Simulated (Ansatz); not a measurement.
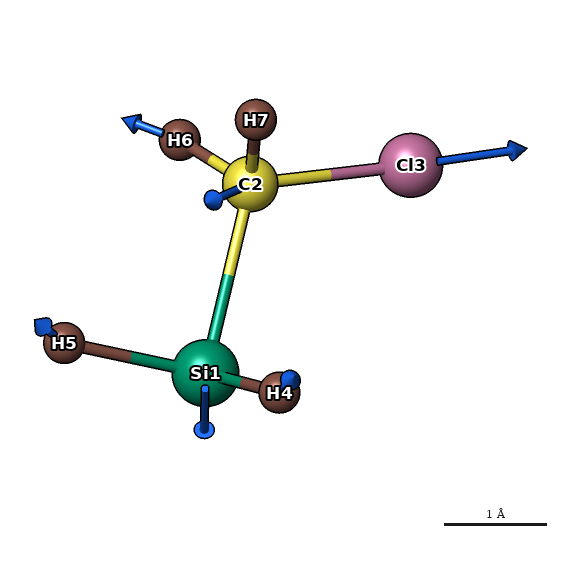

Arrows show the forces on the atoms, 0.9 Å of arrow for 1 eV/Å; forces under a tenth of the largest aren't drawn. Charge −1, singlet. Level of theory: PBE-D4/def2-TZVPPD (Ansatz 0.2.0).

Along which bond is the force strongest?

C2–Cl3, now 1.785 Å: the forces push its atoms apart, so a first step downhill lengthens it.

List the force components in the frame of the picture (x right, y up, z towards the viewer), in eV/Å.

```
atom     Fx     Fy     Fz
 Si1  −0.01  −0.56  −0.99
  C2  −0.37  −0.16   0.73
 Cl3   1.00   0.15  −0.42
  H4   0.12   0.14   0.57
  H5  −0.22   0.17   0.31
  H6  −0.47   0.17  −0.18
  H7  −0.04   0.09  −0.02
```
